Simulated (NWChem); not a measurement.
**SiH3S (SMILES [SiH2]S): UHF/aug-pcseg-2**

What is the vertical ionisation energy of SiH3S at UHF/aug-pcseg-2? 

Program for the calculation: NWChem 7.3.0.

**1. Starting point**

SiH3S: 5 atoms, total charge 0, spin state doublet. As SMILES, `[SiH2]S`. The shape is that of a PBE0-D4/def2-TZVP optimisation. This is one conformer, not always the lowest.

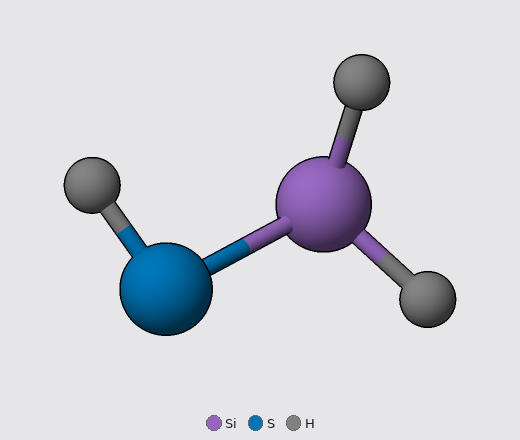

The structure, seen from a chosen angle (silicon purple, sulfur blue, hydrogen grey).

**2. The energy at UHF/aug-pcseg-2**

The input, a.nw:

```
START a
TITLE "H3SSi"
memory 2200 mb

GEOMETRY units angstrom noautosym nocenter noautoz
  Si      -0.096300      -0.694000      -0.309300
  S        0.273100       1.406000      -0.294500
  H       -0.094500      -1.256800       1.073000
  H       -1.440300      -0.843200      -0.929900
  H        1.407800       1.314300       0.419300
END

BASIS "ao basis" spherical bse
  Si library aug-pcseg-2
  S library aug-pcseg-2
  H library aug-pcseg-2
END

SCF
  doublet
  uhf
  thresh 1e-08
  maxiter 80
  noprint "final vectors analysis"
END

TASK scf energy
```

Started as:

```console
$ nwchem a.nw > a.out
```

Standard output:

```text
[...]
  functions       =   169
[...]
  wavefunction    = UHF
[...]
         Total SCF energy =   -688.217847495265
      One electron energy =  -1114.040938577547
      Two electron energy =    344.895189806289
 Nuclear repulsion energy =     80.927901275993
                       Sz =      0.5000
                 Sz(Sz+1) =      0.7500
                      S^2 =      0.7569
[...]
```

Run time: 2.7 min. Hardware: 1 thread of AMD EPYC 7R43 (Zen 3), shared host; peak memory 0.11 GiB.

**3. The singlet cation**

The input, h3ssi.nw:

```
START h3ssi
memory stack 880 mb heap 220 mb global 1100 mb
charge 1

GEOMETRY units angstrom noautosym nocenter noautoz
Si   -0.096300   -0.694000   -0.309300
S     0.273100    1.406000   -0.294500
H    -0.094500   -1.256800    1.073000
H    -1.440300   -0.843200   -0.929900
H     1.407800    1.314300    0.419300
END

BASIS spherical bse
* library aug-pcseg-2
END

SCF
singlet
rhf
thresh 1e-08
maxiter 80
noprint "final vectors analysis"
END

TASK scf energy
```

Started as:

```console
$ nwchem h3ssi.nw > h3ssi.out
```

Standard output:

```text
[...]
  functions       =   169
[...]
  wavefunction    = RHF
[...]
         Total SCF energy =   -687.922001319350
      One-electron energy =  -1105.573611967013
      Two-electron energy =    336.723709371670
 Nuclear repulsion energy =     80.927901275993
        Time for solution =    122.9s
[...]
```

Wall time 2.1 min (1 thread of AMD EPYC 7R43 (Zen 3), shared host); peak memory 0.11 GiB.

**4. What came out**

At UHF/aug-pcseg-2:

| quantity | value |
| --- | --- |
| doublet SiH3S: total energy | -688.21785 Eh |
| doublet SiH3S: dipole moment | 1.07 D |
| doublet SiH3S: ⟨S²⟩ | 0.757 |
| singlet cation: total energy | -687.92200 Eh |
| vertical ionisation energy (to the singlet cation) | 8.050 eV |

The vertical ionisation energy comes to 8.05 eV (777 kJ/mol). Only the singlet of the ionised species was computed; a triplet could lie lower.
